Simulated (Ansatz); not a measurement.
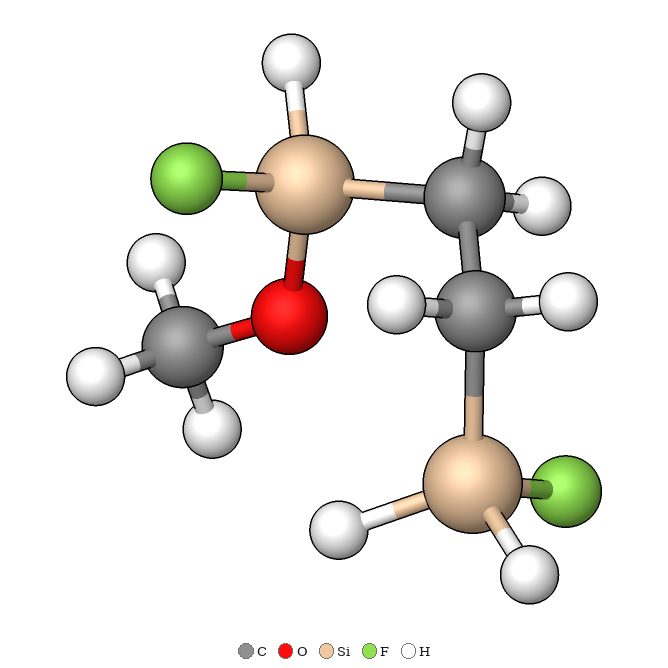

Simulated data, not a measurement (program: Ansatz).

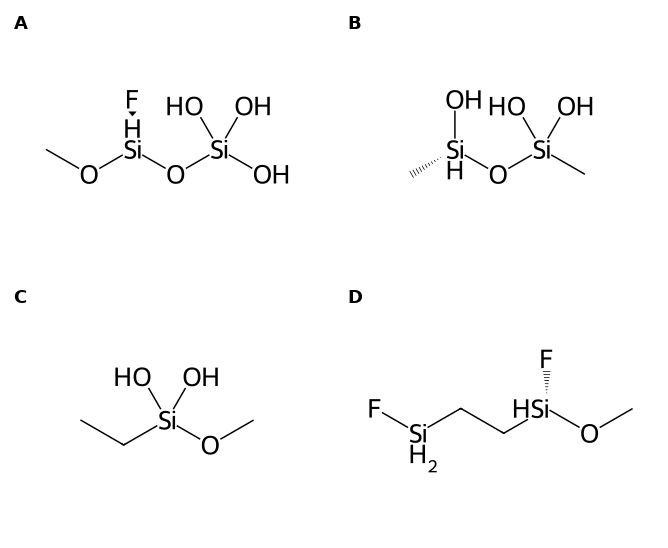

Which structural formula matches the 3D model?

Answer. D, `CO[Si@@H](F)CC[SiH2]F`.
